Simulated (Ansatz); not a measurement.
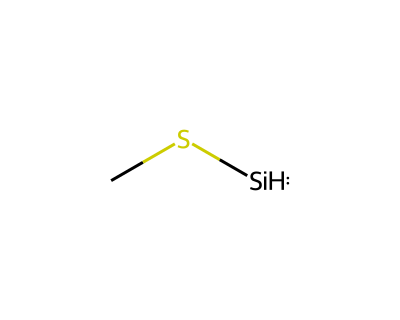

Structural formula above. Computed geometry: PBE-D4/def2-SVP optimisation. No frequency run is at hand to confirm it as a minimum.

Describe the 3D structure.

Formula CH₄SSi. As SMILES it reads `CS[SiH]`. It has no ring. Among its groups: Si–H bond. The point group is Cs. Coordination: 1 C tetrahedral; 1 S bent; 1 Si bent.

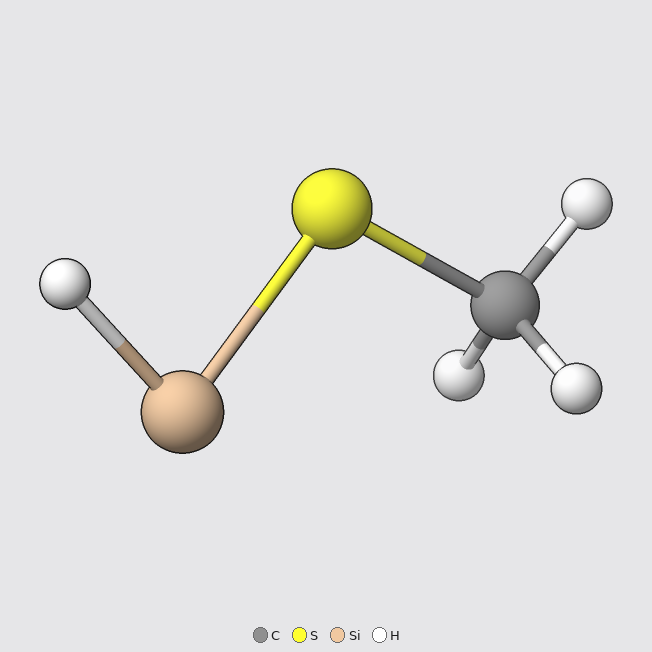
